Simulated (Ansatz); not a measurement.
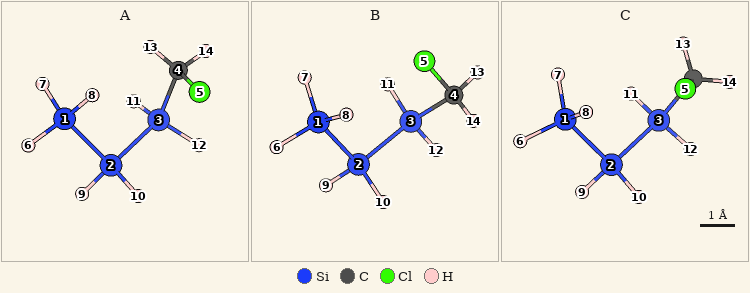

3 geometries from a converged minimum-energy path of CH9ClSi3, shuffled. The picture is a ball-and-stick view, seen at a tilt.

The calculation used RKS BLYP-D4/def2-SVP in Ansatz 0.2.0. Set-up: 9 movable images; climbing image; force threshold 0.05 eV/Å; iteration limit 36; starting path through a guess of the saddle point.

**One of them is the converged climbing image. Which?**

C. In order along the path, whose images run from 0 to 10: A (image 1, 0.002 eV), C (image 5, +0.059 eV), B (image 10, −0.021 eV). The motion is a rotation about the Si3–C4 bond by about 110°. No bond forms or breaks between the ends. Among the angles between lasting bonds that change up to the highest image: Si2–Si3–C4 107.5° → 110.6°, Si3–C4–Cl5 109.0° → 112.0°.

The run took 12 min on 2 threads of Intel(R) Xeon(R) Platinum 8259CL CPU @ 2.50GHz (Skylake/Cascade Lake), on a shared host, peak memory 0.21 GiB.
